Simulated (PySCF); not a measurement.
Molecule: C₅H₁₄Si₂, SMILES C(=C/[SiH3])/[Si](C)(C)C. Atoms near the plane z = 1.0 Å, at the GFN2-xTB optimised geometry (x, y, z in Å): Si2 (-0.6, -1.3, 0.0), C3 (-1.2, -2.1, 1.6), C4 (1.3, -1.3, 0.0), C5 (-1.3, 0.5, 0.0), H11 (-0.9, -3.1, 1.7), H13 (-2.3, -2.1, 1.7), H14 (1.7, -0.8, 0.9), H16 (1.7, -2.3, 0.0), H17 (-1.7, 0.8, 1.0).

Method: PBE/def2-SVP run with PySCF 2.14.0. The values are rescaled to run from 0 to 1.

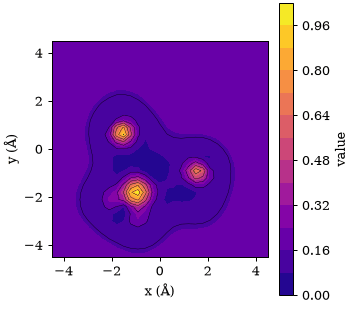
Fig. 1. a field on the plane z = 1.0 Å.

**Question.** Which quantity is mapped?
(A) log10 of the electron density
(B) electrostatic potential
(C) electron localisation function
(D) deformation density (molecule minus spherical neutral atoms)

**Answer.** D, deformation density (molecule minus spherical neutral atoms). In full: deformation density (molecule minus spherical neutral atoms) (e/bohr³).
